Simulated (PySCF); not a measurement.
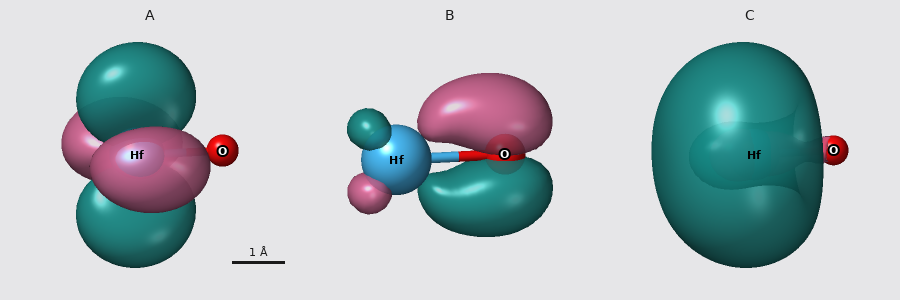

Figure. HfO. Three frontier orbitals, each drawn at the value that holds 80 % of its norm (teal and pink are the two phases), in no order; of a degenerate pair one member is drawn.

Core potentials replace the inner electrons of Hf.

Method: PySCF 2.14.0, PBE0/cc-pVDZ(-PP), non-relativistic Hamiltonian with scalar-relativistic core potentials where named, at a bond length of 1.718 Å.

Label each orbital by symmetry, say whether it is occupied, and order them by energy.

Answer. Orbital B: π, occupied, −9.49 eV; mainly on O (75 %).
Orbital C: σ, occupied, −5.83 eV; almost wholly on Hf.
Orbital A: δ, empty, −2.39 eV; almost wholly on Hf.
